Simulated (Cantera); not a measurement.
Feed: 1 mol TEOS, 0.11 mol N2O, 14 mol H2, equilibrated at 0.000470 bar.

Equilibrium computed with Cantera from the NASA thermochemical tables; the gas is ideal and each condensed phase is pure. Candidate condensed phases: C, C6H6, C7H8, C8H18, H2O, Si, SiC, SiO2, Si2N2O, Si3N4; 151 gas species. The feed counts by its element totals alone. Mutual solubility and eutectic melting of coexisting phases are not modelled. Kinetics and transport are ignored.

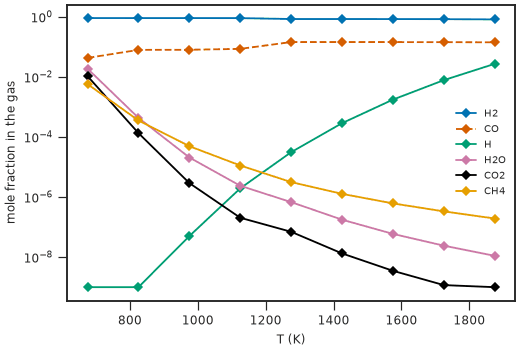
*Equilibrium gas composition (values under 1e-9 drawn at 1e-9)*

Question: Read off the mole fractions at 675 K.

Answer: H2 about 0.92, CO about 0.043, H2O about 0.019, CO2 about 0.011, CH4 about 0.0058.
